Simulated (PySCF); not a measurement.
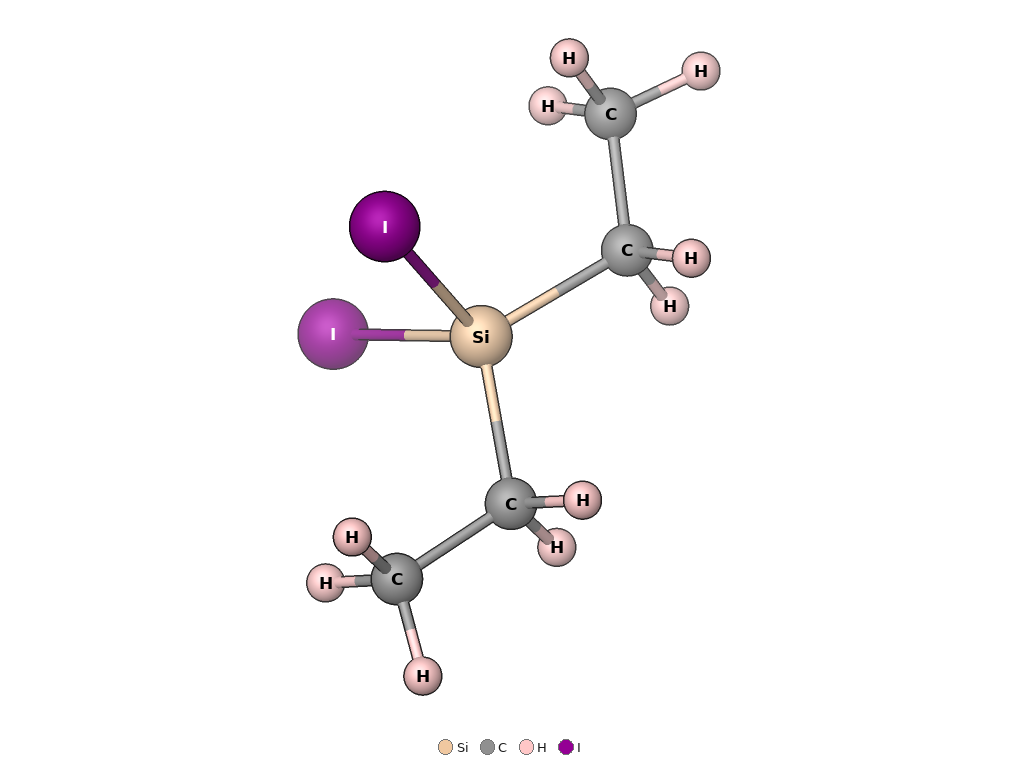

Orthographic view. Distant atoms are faded towards the background colour. Computed geometry: PBE0-D3(BJ)/def2-SVP optimisation. No frequency run is at hand to confirm it as a minimum.

**Write the InChI string.**

InChI=1S/C4H10I2Si/c1-3-7(5,6)4-2/h3-4H2,1-2H3
